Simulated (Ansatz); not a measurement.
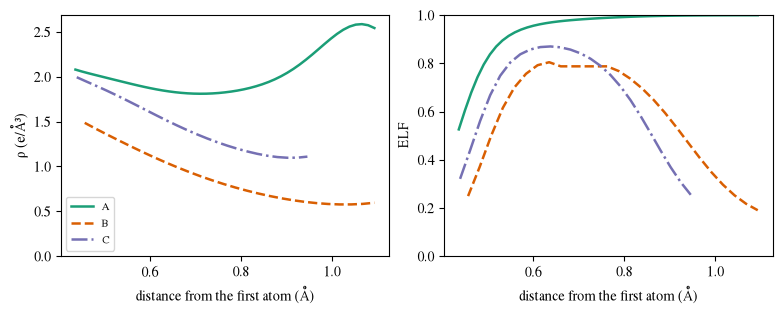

CHGeZn (SMILES [Zn][CH]=[Ge]) (doublet). Total electron density and ELF along straight lines between neighbouring atoms. The curves leave out the atomic cores.

Geometry: PBE0-D3(BJ)/pcseg-1.

Theory: isolated molecule in a Gaussian basis; Kohn-Sham density functional theory, functional PBE0 (Ansatz 0.2.0).

Input

```
crystal:
  periodic: [false, false, false]
  atoms:
    - {symbol: C, position_ang: [0.273791, -0.154143, 0.303237]}
    - {symbol: Ge, position_ang: [-1.402833, 0.339046, 0.095690]}
    - {symbol: Zn, position_ang: [0.380482, -0.755610, 2.242620]}
    - {symbol: H, position_ang: [1.284879, -0.299573, -0.085207]}
basis:
  gaussian: {orbitals: def2-TZVPD}
magnetization: {spin_polarized: true, initial_magnetization: 1}
hamiltonian: {xc: pbe0}
output: {forces: true, orbitals: {seedname: orbitals}}
```

Run with:

```sh
ansatz run input.yaml --threads 1 --pin off --max-ram 2610MiB --events-out events.jsonl --progress --plain --runs-dir runs
```

Which curve belongs to which contact (C–Ge, C–H and C–Zn)? The first atom named is at distance zero.

Curve A: C–H (1.09 Å): the density is about 1.9 e/Å³ at the midpoint; the ELF climbs to about 1 towards the hydrogen, as it does in any bond to H; a covalent bond by its length. Curve B: C–Zn (2.03 Å): ρ at the midpoint is about 0.58 e/Å³; the ELF peaks at about 0.80 in the valence shell of C, 0.6 Å from its nucleus, and is about 0.30 at the midpoint. Curve C: C–Ge (1.76 Å): ρ at the midpoint is about 1.1 e/Å³; the ELF peaks at about 0.85 in the valence shell of C, 0.6 Å from its nucleus, and is about 0.45 at the midpoint.
